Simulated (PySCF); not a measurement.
## Electronic structure of C₃H₆FNSSi₂ in real space

Input

```
{"job": {"xc": "mPW1PW91", "basis": "pcSseg-1", "solvent": "acetonitrile", "kind": "nmr", "pop": true}, "charge": 0, "multiplicity": 1}
F      3.639659    -1.129661     0.618970
C      2.376958    -0.818092     0.399917
N      1.932419     0.374577     0.373803
C      0.591065     0.403429     0.126868
Si    -0.203797     2.110868     0.060166
C      0.007893    -0.820819    -0.038395
Si    -1.770032    -1.307557    -0.390921
S      1.203566    -2.079550     0.123575
H      0.849199     3.089924     0.301136
H     -1.242949     2.179158     1.091509
H     -0.807211     2.289872    -1.263440
H     -2.232709    -2.167357     0.700126
H     -2.546994    -0.073380    -0.474002
H     -1.797742    -2.051886    -1.651479
```

Run with:

```sh
OMP_NUM_THREADS=1 python ens_run.py task.json out
```

Geometry: GFN2-xTB.

Method: PySCF 2.14.0, mPW1PW91/pcSseg-1, SCF density, in a acetonitrile solvent model, non-relativistic.

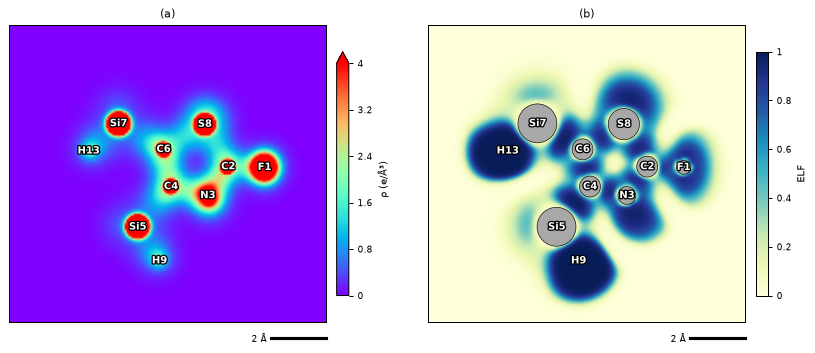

Figure 1. (a) total electron density; (b) electron localisation function on the plane of atoms C4, C6 and S8. Grey discs cover the atomic cores in the ELF map.

Q: Describe what can be read from this map.

A: Atoms in the plane: F, C, N, Si, S and H.
C–N (1.27 Å): ρ is about 2.8 e/Å³ halfway; the ELF peaks at about 0.90 between the atoms (localised, covalent bonding).
C–F (1.32 Å): ρ at the midpoint is about 2.4 e/Å³; the ELF peaks at about 0.85 between the atoms (a polar covalent bond).
C–C (1.37 Å): the density is about 2.1 e/Å³ at the midpoint; the ELF peaks at about 0.95 between the atoms (a covalent bond).
C–S (1.74 Å): the density is about 1.4 e/Å³ at the midpoint; the ELF peaks at about 0.90 between the atoms, as expected for localised, covalent bonding.
C–Si (1.88 Å): the density is about 0.92 e/Å³ at the midpoint; the ELF peaks at about 0.95 between the atoms, as expected for a shared electron pair.
The ELF also peaks beside N3, F1 and S8, away from the bonds: lone-pair regions.

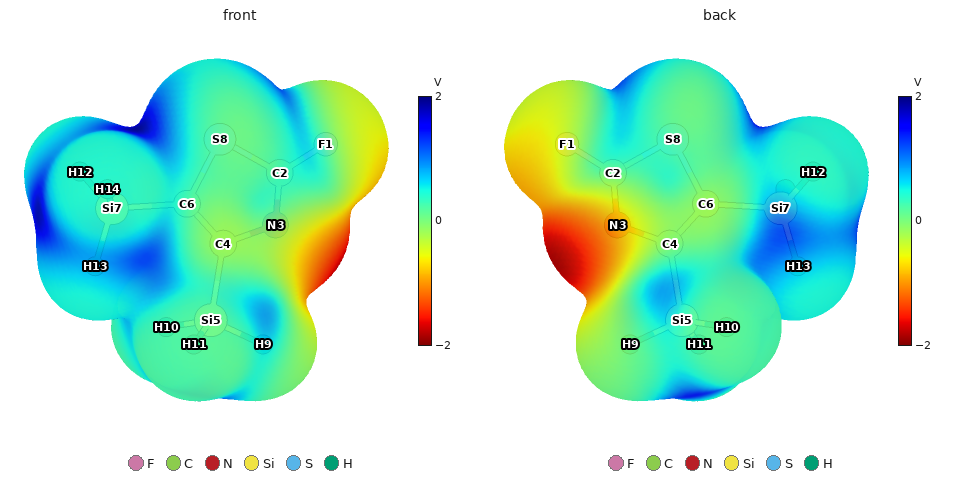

Figure 2. The molecular electrostatic potential painted on the density surface at 0.002 e/bohr³, seen from the front and from behind; red is negative and blue positive.

Q: Where is the surface potential most negative and most positive?

A: The most negative region (about −1.8 V) lies over N3, the most positive (about +1.8 V) over Si7 and S8. N3 is the likeliest acceptor of a hydrogen bond.

Q: How polar is the molecule by this calculation?

A: Its dipole moment is 3.08 D.
